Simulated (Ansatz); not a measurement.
System: CH6Si···NH3.

```yaml
atoms:
  - { symbol: Si, position_ang: [-1.3078, 0.4058, -0.3278] }
  - { symbol: N, position_ang: [1.2198, -0.9788, 1.4598] }
  - { symbol: H, position_ang: [-1.1393, 1.0626, 0.9974] }
  - { symbol: H, position_ang: [-2.5588, 0.9497, -0.9315] }
  - { symbol: H, position_ang: [-1.5253, -1.0500, -0.1059] }
  - { symbol: H, position_ang: [2.1859, -1.2516, 1.5925] }
  - { symbol: C, position_ang: [0.1523, 0.7230, -1.4461] }
  - { symbol: H, position_ang: [0.6596, -1.8203, 1.5209] }
  - { symbol: H, position_ang: [0.9625, -0.3944, 2.2458] }
  - { symbol: H, position_ang: [0.2929, 1.7938, -1.6099] }
  - { symbol: H, position_ang: [0.0098, 0.2462, -2.4184] }
  - { symbol: H, position_ang: [1.0486, 0.3140, -0.9768] }
```

The product side of a reaction path; geometry: PBE0-D4/def2-TZVP.

Method: RKS PBE0-D4/def2-TZVPP (Ansatz 0.2.0).

### What can the converged electron density and electron localisation function tell about the bonding?

Si1···N2 (3.39 Å): the density falls to about 0.04 e/Å³ on the way; the ELF dips to about 0 between them (a weak contact between the two molecules).
C–Si (1.87 Å): ρ at the midpoint is about 0.97 e/Å³; the ELF peaks at about 0.95 between the atoms; a shared electron pair.
N–H (1.01 Å): ρ is about 2.9 e/Å³ halfway; the ELF climbs to about 1 towards the hydrogen, as it does in any bond to H: a covalent bond by its length.
C–H (1.09 Å): the density is about 2 e/Å³ at the midpoint; the ELF climbs to about 1 towards the hydrogen: an ordinary covalent bond to hydrogen.

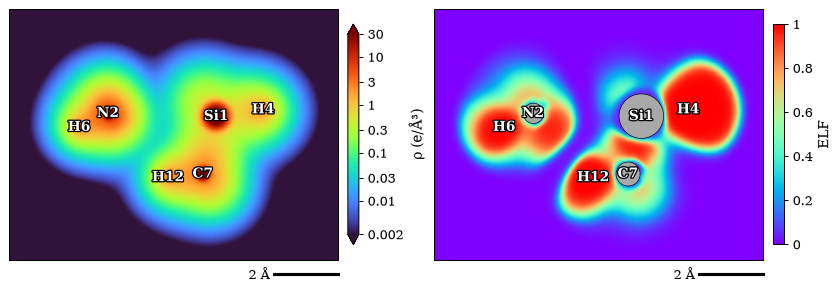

Computed electron density and electron localisation function on the plane of atoms Si1, C7 and H12, in this order. Grey discs cover the atomic cores in the ELF map. 
